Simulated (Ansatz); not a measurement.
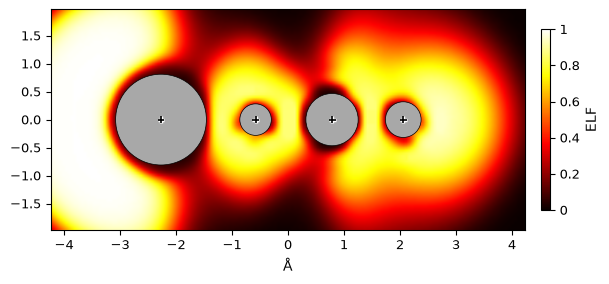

The electron localisation function on a plane through atoms (crosses mark nuclei in the plane; grey discs cover the cores).

The calculation used isolated molecule in a Gaussian basis; Kohn-Sham density functional theory, functional PBE0 in Ansatz.

Candidates:
A. CH₉N₂Si (SMILES C[NH2+][SiH2]N) (charge +1)
B. HPSi (SMILES [SiH]#P)
C. AlBNO (SMILES N#[B-][O][Al]) (charge −1)

Q: Which system is this?

A: Candidate C: AlBNO on a plane that holds the molecular axis, which holds Al, B, N and O. B–N (1.27 Å): the ELF peaks at about 0.85 between the atoms; a short, strongly polar bond. B–O (1.37 Å): the ELF peaks at about 0.85 between the atoms: a polar covalent bond.
